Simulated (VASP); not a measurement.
Band structure of FeP2 (space group Pnnm). All values below come from PBEsol GGA, VASP's PBE PAW potentials (set 64) (plane waves; VASP).

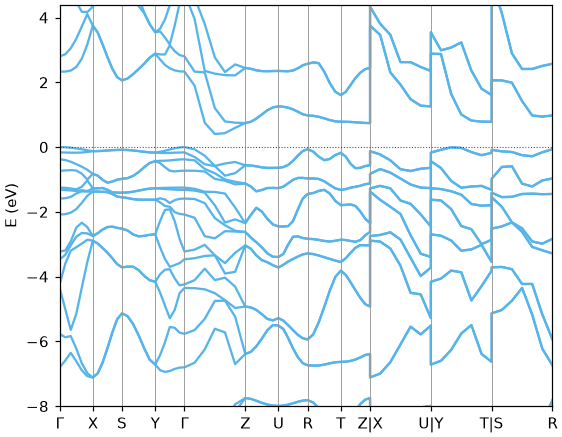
Bands along high-symmetry lines, zero at the valence-band maximum or, without a gap, the Fermi level

Question: Read the plot: is there a gap, and where are the band edges?

Answer: The gap is indirect, 0.40 eV, from the valence maximum at Γ to the conduction minimum at Γ-Z at 0.50. (Edges off the drawn lines would not show.)

The structure comes from a computed database's FeP2 entry (Pnnm); how it stands against other phases isn't given here. It was relaxed first. The run is not spin-polarised, so no magnetic state was tried.
